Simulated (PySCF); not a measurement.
EPR calculation, with input and output: CH3Cl2Si

The run: EPR calculation of CH3Cl2Si, multiplicity 2, SMILES [SiH2]C(Cl)Cl. Method and program: UKS B3LYP, pcH-1 on C Cl H Si, non-relativistic, mean-field spin-orbit, GIAO (PySCF 2.14.0).

It belongs to a series of runs on one base structure; here: X = H replaced by CHCl2.

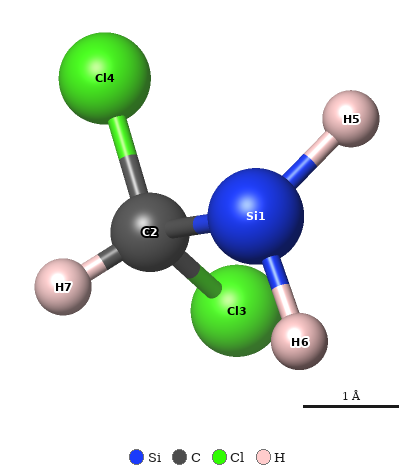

The structure (ball-and-stick view, seen at a tilt; atoms are numbered from 1 in the order of the input).

### Input file
```
{"job": {"kind": "epr", "basis": "pcH-1"}, "charge": 0, "multiplicity": 2}
Si     1.180671    -0.023919     0.294790
C     -0.729304     0.080236     0.199282
Cl    -1.321136    -0.893642    -1.196755
Cl    -1.209356     1.775627    -0.030980
H      1.767607     0.771850    -0.768096
H      1.587829    -1.416557     0.407316
H     -1.272976    -0.288690     1.067366
```

The first line tells a small driver script what to run in PySCF; the rest is the geometry in Å.

Launch command:
```bash
OMP_NUM_THREADS=1 python <driver script> task.json out
```

### Output
```
UKS, coarse grid
  cycle   1  E = -1249.73063335  |g| = 2.68e-01
  cycle   2  E = -1249.70366635  |g| = 3.37e-01
  cycle   3  E = -1249.75636029  |g| = 7.88e-02
  cycle   4  E = -1249.75896745  |g| = 2.36e-02
  cycle   5  E = -1249.75922417  |g| = 3.34e-03
  cycle   6  E = -1249.75923159  |g| = 1.35e-03
  cycle   7  E = -1249.75923180  |g| = 4.20e-04
UKS, final grid
  cycle   1  E = -1249.75922185  |g| = 4.71e-04
  cycle   2  E = -1249.75922181  |g| = 5.73e-04
  cycle   3  E = -1249.75922195  |g| = 2.05e-05
  cycle   4  E = -1249.75922195  |g| = 1.81e-05
E = -1249.75922195 Eh   <S^2> = 0.7517 (exact 0.7500)
g shifts (ppm)      1          2          3
  rmc          -145       -145       -145
  gc             48          7         42
  oz_so       -3160         25       1833
  total       -3257       -114       1729
hyperfine (MHz)  atom isotope    a_iso     a_fc   dipolar eigenvalues
    0  29Si    -431.94    -433.10   -180.49     89.94     90.56
    1   13C      41.54      41.52     -2.75     -1.35      4.09
    2  35Cl      22.28      22.10    -12.92    -11.26     24.18
    3  35Cl       0.26       0.30     -1.56     -1.03      2.60
    4    1H      34.33      34.32    -10.11      1.45      8.66
    5    1H      42.67      42.66    -10.00      1.40      8.61
    6    1H       0.64       0.64     -3.93     -2.09      6.01
```

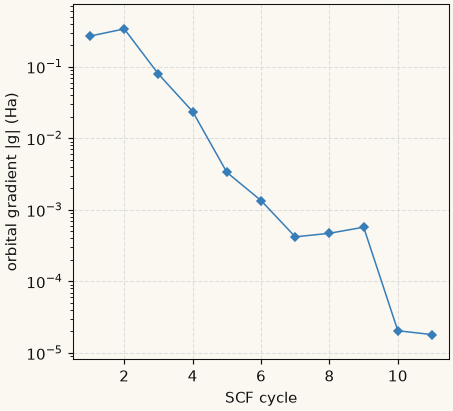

Convergence of the self-consistent field: orbital gradient |g| against the SCF cycle. All cycles printed in the log are drawn one after another.

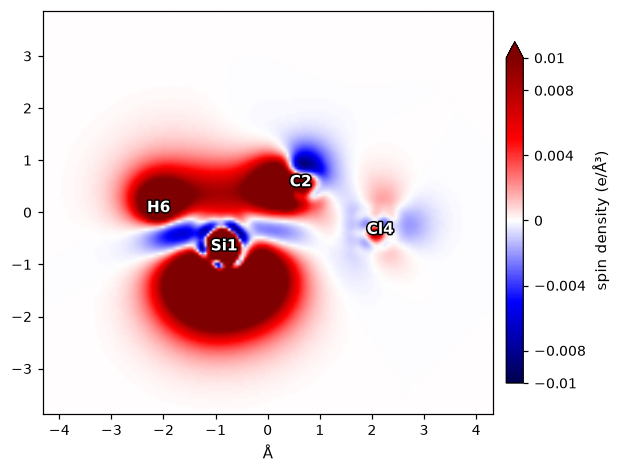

Spin density (α minus β) on the plane of atoms Si1, C2 and Cl4. The section cuts through Si, C, Cl and H sites. The unpaired spin (1 electron) lies mostly on Si1 (about 0.8), in electrons by Hirshfeld's partition.

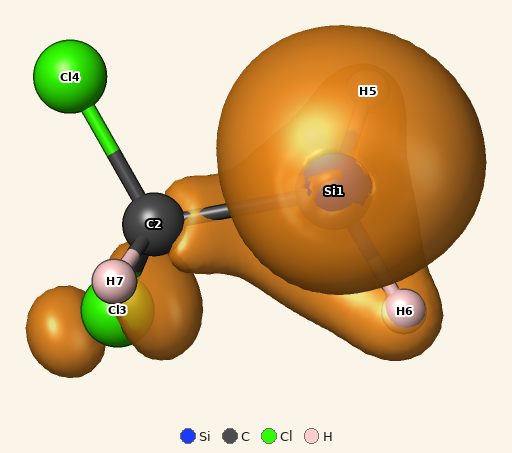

Isosurface of the spin density at +0.015 e/Å³ (orange), seen face on. The unpaired spin (1 electron) lies mostly on Si1 (about 0.8), in electrons by Hirshfeld's partition.

### Summary

| quantity | value |
| --- | --- |
| outcome | converged |
| total energy | −1249.759222 hartree |
| ⟨S²⟩ | 0.752 |
| isotropic g | 2.0018 |
| hardware | 1 CPU thread, shared host |
| wall time | 17 s |
| peak memory | 0.61 GiB |
